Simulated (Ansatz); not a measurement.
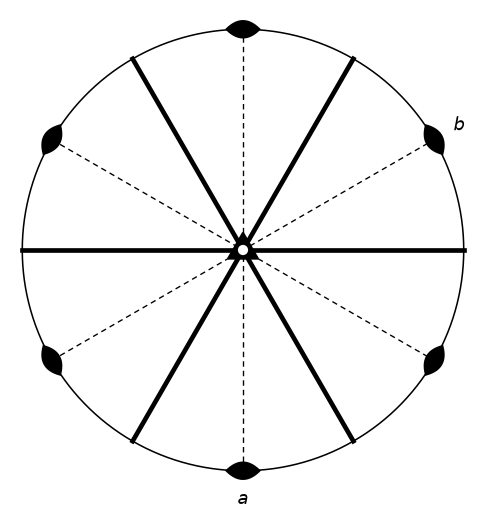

Stereographic projection: heavy lines are mirror planes (a heavy rim: a mirror in the plane of the page); lens, triangle, square and hexagon are 2-, 3-, 4- and 6-fold axes, a lens in an open square is −4, a triangle in an open hexagon −6; thin dashed diameters join the ends of axes that lie in the page; a small open circle marks inversion. The c axis points at the viewer. Computed from the symmetry operations of a computed or model structure of composition Ga2PN, which need not be its known form.

> Name the crystal class.

-3m (D3d), order 12, trigonal system: one threefold axis, three twofold axes, three mirror planes, an inversion centre.

> Can such a crystal be piezoelectric, pyroelectric or chiral?

It is centrosymmetric, so neither piezoelectric nor pyroelectric; it is not chiral.
